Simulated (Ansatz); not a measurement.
Consider Cl₃FHf (SMILES [F][Hf]([Cl])([Cl])[Cl]).

Input file:

```
crystal:
  periodic: [false, false, false]
  atoms:
    - {symbol: F, position_ang: [-0.427172, -0.298812, 1.876661]}
    - {symbol: Hf, position_ang: [-0.006753, -0.025550, 0.063665]}
    - {symbol: Cl, position_ang: [1.826649, -1.342608, -0.489354]}
    - {symbol: Cl, position_ang: [-1.840392, -0.626715, -1.231803]}
    - {symbol: Cl, position_ang: [0.497568, 2.219985, -0.260569]}
basis:
  gaussian: {orbitals: def2-TZVPP}
hamiltonian: {xc: pbe0, dispersion: d4}
output: {orbitals: {seedname: orbitals}}
```

Launched as:

```sh
ansatz run in.yaml --threads 4 --pin off --events-out ev --progress --plain --max-ram 10444MiB
```

Geometry: PBE0-D4/def2-TZVP; core potentials replace the inner electrons of Hf.

All numbers below come from RKS PBE0-D4/def2-TZVPP in Ansatz.

What will maps of the electron density and electron localisation function show?

Hf–F (1.88 Å): the density is about 0.98 e/Å³ at the midpoint; the ELF peaks at about 0.85 in the valence shell of F, 0.5 Å from its nucleus, and drops to about 0.25 between the two atoms.
Hf–Cl (2.32 Å): ρ at the midpoint is about 0.64 e/Å³; the ELF peaks at about 0.85 in the valence shell of Cl, 0.8 Å from its nucleus, and is about 0.40 at the midpoint.

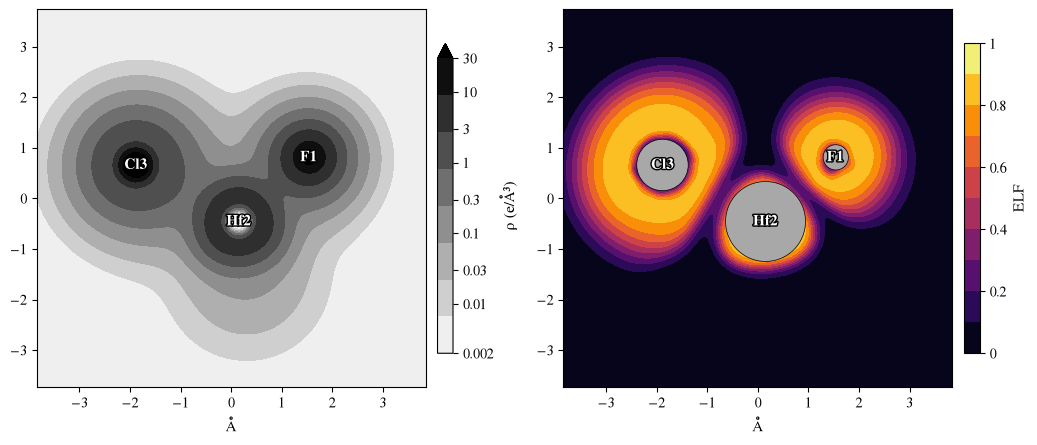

Computed electron density and electron localisation function on the plane of atoms F1, Hf2 and Cl3, in this order. Grey discs cover the atomic cores in the ELF map. 
